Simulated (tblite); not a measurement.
**C$_{6}$H$_{9}$Si (charge +1): saddle-point search**

C$_{6}$H$_{9}$Si, charge +1, computed with GFN2-xTB saddle search (eigenvector following) and harmonic vibrations, gas phase (tblite 0.8.0).

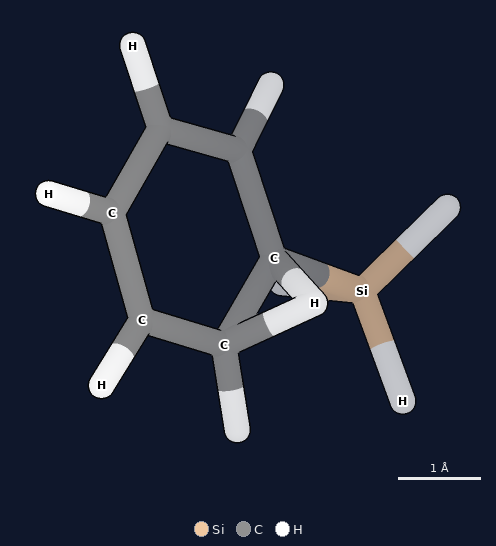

*The starting structure (stick view, seen at a tilt).*

Bond lengths as drawn: C–C 1.38 to 1.46 Å, C–H 1.08 to 1.29 Å, C–Si 1.94 Å and H–Si 1.46 Å.

Summary:

- outcome: converged
- total energy: −507.8875 eV
- point group: C1
- hardware: 1 CPU thread, shared host
- wall time: 4 s
- peak memory: 0.19 GiB

The input:
```
{"job": {"xc": "GFN2-xTB", "basis": "xTB", "kind": "saddle"}, "charge": 1, "multiplicity": 1}
Si    -2.506005    -0.221423    -0.459660
C     -0.625203    -0.096808     0.014395
C      0.045408     1.192066     0.162534
C      1.453436     1.264054     0.222782
C      2.200287     0.109596     0.196925
C      1.574898    -1.137983     0.073249
C      0.205485    -1.237406    -0.020010
H     -3.005778    -1.384406     0.261108
H     -2.436483    -0.367632    -1.906478
H     -3.060852     1.046799     0.004985
H     -0.470055     0.564383     1.108518
H     -0.518746     2.107066     0.025135
H      1.935738     2.229550     0.256860
H      3.277901     0.161783     0.226925
H      2.183499    -2.027457     0.008134
H     -0.253528    -2.202182    -0.175402
```

The first line tells a small driver script what to run in tblite; the rest is the geometry in Å.

Command:
```bash
OMP_NUM_THREADS=1 python <driver script> task.json out
```

Log:
```
step      E/eV     max force
  0    -507.88584   0.0603
  1    -507.88742   0.0375
  2    -507.88743   0.0135
  3    -507.88749   0.0063
  4    -507.88750   0.0051
  5    -507.88750   0.0000
lowest wavenumbers (cm-1): -519.1 70.8 143.7 188.4 317.1 342.2
```

Trajectory as extended XYZ (Å, eV, eV/Å), 6 frames, from step=0 to step=5:
```
16
Properties=species:S:1:pos:R:3:forces:R:3 step=0 energy=-507.88584
Si   -2.5060   -0.2214   -0.4597   -0.0020   0.0010  -0.0110
C    -0.6252   -0.0968    0.0144   -0.0020  -0.0060  -0.0190
C     0.0454    1.1921    0.1625   -0.0110  -0.0010   0.0100
C     1.4534    1.2641    0.2228    0.0010  -0.0010  -0.0050
C     2.2003    0.1096    0.1969    0.0000   0.0010  -0.0010
C     1.5749   -1.1380    0.0732   -0.0030  -0.0020   0.0030
C     0.2055   -1.2374   -0.0200    0.0000   0.0000  -0.0210
H    -3.0058   -1.3844    0.2611    0.0170   0.0030   0.0040
H    -2.4365   -0.3676   -1.9065   -0.0310   0.0000  -0.0140
H    -3.0609    1.0468    0.0050   -0.0010   0.0000  -0.0070
H    -0.4701    0.5644    1.1085    0.0520   0.0280   0.0120
H    -0.5187    2.1071    0.0251   -0.0100  -0.0120   0.0310
H     1.9357    2.2295    0.2569   -0.0070  -0.0020  -0.0140
H     3.2779    0.1618    0.2269   -0.0020  -0.0010   0.0130
H     2.1835   -2.0275    0.0081   -0.0010  -0.0020   0.0230
H    -0.2535   -2.2022   -0.1754    0.0010  -0.0050  -0.0050
16
Properties=species:S:1:pos:R:3:forces:R:3 step=1 energy=-507.88742
Si   -2.5083   -0.2180   -0.4612   -0.0160  -0.0130  -0.0120
C    -0.6232   -0.0906    0.0033    0.0030  -0.0100  -0.0080
C     0.0499    1.1960    0.1629   -0.0140   0.0170  -0.0020
C     1.4545    1.2677    0.2232    0.0020   0.0010   0.0000
C     2.2008    0.1113    0.2050    0.0010  -0.0010  -0.0020
C     1.5766   -1.1353    0.0710   -0.0060  -0.0020  -0.0010
C     0.2091   -1.2322   -0.0488    0.0060  -0.0010  -0.0010
H    -2.9959   -1.3482    0.3220    0.0110   0.0270  -0.0190
H    -2.4758   -0.4293   -1.9029   -0.0010   0.0060   0.0370
H    -3.0505    1.0727   -0.0436    0.0060  -0.0170  -0.0060
H    -0.4664    0.5193    1.0994   -0.0010   0.0080   0.0100
H    -0.5225    2.1112    0.0661    0.0120  -0.0210   0.0010
H     1.9369    2.2329    0.2568    0.0000   0.0000   0.0010
H     3.2779    0.1625    0.2527   -0.0050   0.0000   0.0000
H     2.1852   -2.0258    0.0203   -0.0020   0.0020   0.0000
H    -0.2483   -2.1944   -0.2263    0.0040   0.0070   0.0020
16
Properties=species:S:1:pos:R:3:forces:R:3 step=2 energy=-507.88743
Si   -2.5079   -0.2173   -0.4612    0.0060   0.0020   0.0010
C    -0.6234   -0.0915    0.0064    0.0010  -0.0040  -0.0070
C     0.0504    1.1959    0.1561   -0.0010   0.0060  -0.0040
C     1.4548    1.2675    0.2150    0.0020  -0.0010   0.0000
C     2.2008    0.1107    0.2035    0.0000   0.0020  -0.0010
C     1.5761   -1.1366    0.0787    0.0000  -0.0020   0.0000
C     0.2086   -1.2337   -0.0388    0.0020  -0.0010  -0.0010
H    -2.9896   -1.3691    0.2888   -0.0030  -0.0080   0.0060
H    -2.4737   -0.3869   -1.9061    0.0000  -0.0020  -0.0100
H    -3.0575    1.0574   -0.0103   -0.0030   0.0090   0.0030
H    -0.4674    0.5237    1.0973   -0.0020   0.0030   0.0130
H    -0.5219    2.1099    0.0541    0.0030  -0.0030   0.0010
H     1.9376    2.2328    0.2422    0.0000  -0.0010   0.0010
H     3.2779    0.1617    0.2499   -0.0010   0.0000   0.0000
H     2.1843   -2.0277    0.0334   -0.0030   0.0030   0.0000
H    -0.2491   -2.1967   -0.2089    0.0000  -0.0010  -0.0010
16
Properties=species:S:1:pos:R:3:forces:R:3 step=3 energy=-507.88749
Si   -2.5078   -0.2175   -0.4615    0.0010   0.0010   0.0010
C    -0.6232   -0.0909    0.0062    0.0000  -0.0020  -0.0020
C     0.0503    1.1960    0.1602    0.0010   0.0030  -0.0030
C     1.4545    1.2678    0.2198    0.0000   0.0000   0.0000
C     2.2008    0.1112    0.2034    0.0000   0.0000   0.0000
C     1.5766   -1.1358    0.0735    0.0010   0.0000   0.0000
C     0.2092   -1.2329   -0.0438   -0.0010   0.0000   0.0000
H    -2.9943   -1.3548    0.3083   -0.0010  -0.0020   0.0020
H    -2.4734   -0.4131   -1.9034    0.0000  -0.0010  -0.0030
H    -3.0529    1.0671   -0.0326    0.0000   0.0010   0.0000
H    -0.4692    0.5186    1.0994   -0.0020   0.0000   0.0060
H    -0.5222    2.1102    0.0625    0.0010  -0.0010   0.0010
H     1.9371    2.2330    0.2513    0.0000   0.0000   0.0000
H     3.2778    0.1626    0.2500    0.0000   0.0000   0.0000
H     2.1850   -2.0263    0.0242    0.0000   0.0000   0.0000
H    -0.2483   -2.1954   -0.2176    0.0000  -0.0010   0.0000
16
Properties=species:S:1:pos:R:3:forces:R:3 step=4 energy=-507.88750
Si   -2.5078   -0.2176   -0.4616   -0.0020  -0.0010  -0.0010
C    -0.6231   -0.0907    0.0057    0.0000   0.0010   0.0010
C     0.0501    1.1960    0.1628    0.0000  -0.0010   0.0000
C     1.4543    1.2679    0.2228    0.0000   0.0000   0.0000
C     2.2009    0.1116    0.2034    0.0000   0.0000   0.0000
C     1.5769   -1.1353    0.0704    0.0000   0.0000   0.0000
C     0.2095   -1.2324   -0.0471    0.0000   0.0000   0.0000
H    -2.9970   -1.3460    0.3202    0.0010   0.0030  -0.0020
H    -2.4737   -0.4290   -1.9017    0.0000   0.0010   0.0050
H    -3.0500    1.0728   -0.0459    0.0010  -0.0030  -0.0010
H    -0.4699    0.5162    1.1008    0.0000   0.0000  -0.0020
H    -0.5225    2.1103    0.0673    0.0000   0.0000   0.0000
H     1.9367    2.2332    0.2570    0.0000   0.0000   0.0000
H     3.2779    0.1630    0.2503    0.0000   0.0000   0.0000
H     2.1856   -2.0256    0.0188    0.0000   0.0000   0.0000
H    -0.2478   -2.1946   -0.2231    0.0000   0.0000   0.0000
16
Properties=species:S:1:pos:R:3:forces:R:3 step=5 energy=-507.88750
Si   -2.5078   -0.2175   -0.4616    0.0000   0.0000   0.0000
C    -0.6231   -0.0908    0.0058    0.0000   0.0000   0.0000
C     0.0501    1.1960    0.1620    0.0000   0.0000   0.0000
C     1.4544    1.2679    0.2219    0.0000   0.0000   0.0000
C     2.2009    0.1115    0.2034    0.0000   0.0000   0.0000
C     1.5768   -1.1354    0.0713    0.0000   0.0000   0.0000
C     0.2094   -1.2325   -0.0462    0.0000   0.0000   0.0000
H    -2.9962   -1.3484    0.3168    0.0000   0.0000   0.0000
H    -2.4738   -0.4244   -1.9021    0.0000   0.0000   0.0000
H    -3.0508    1.0711   -0.0421    0.0000   0.0000   0.0000
H    -0.4696    0.5171    1.1004    0.0000   0.0000   0.0000
H    -0.5224    2.1103    0.0659    0.0000   0.0000   0.0000
H     1.9368    2.2331    0.2554    0.0000   0.0000   0.0000
H     3.2779    0.1629    0.2502    0.0000   0.0000   0.0000
H     2.1854   -2.0258    0.0203    0.0000   0.0000   0.0000
H    -0.2480   -2.1948   -0.2216    0.0000   0.0000   0.0000
```

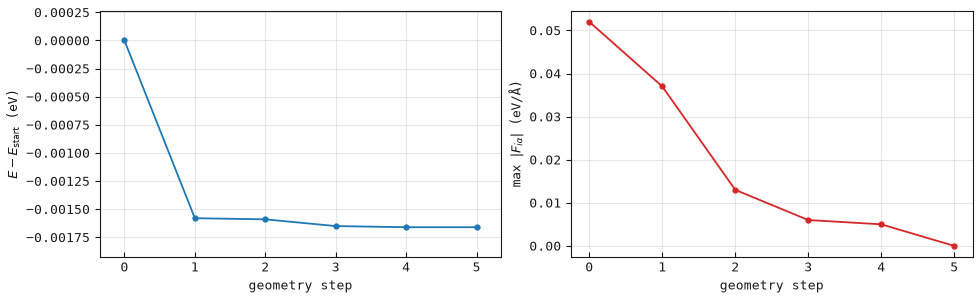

*Progress of the saddle-point search, step by step (steps are counted from 0).*

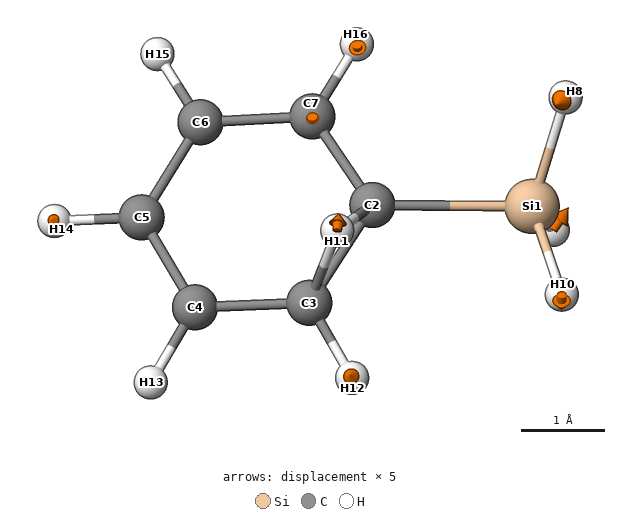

*The starting structure with the displacements as orange arrows, magnified 5 times (ball-and-stick view, seen at a tilt). The two geometries are laid on each other by the best rigid fit.*

H9 moves most after the best rigid fit: 0.068 Å. By element the largest moves are H 0.068 Å, C 0.027 Å, Si 0.005 Å. Among the contacts that change: C2–H11 1.288 → 1.261 Å, C3–H11 1.247 → 1.269 Å. After 5 geometry steps the energy has fallen by 0.002 eV. The largest force component goes from 0.052 to under 0.0001 eV/Å. (Atoms are counted from 1 in the order of the input.)
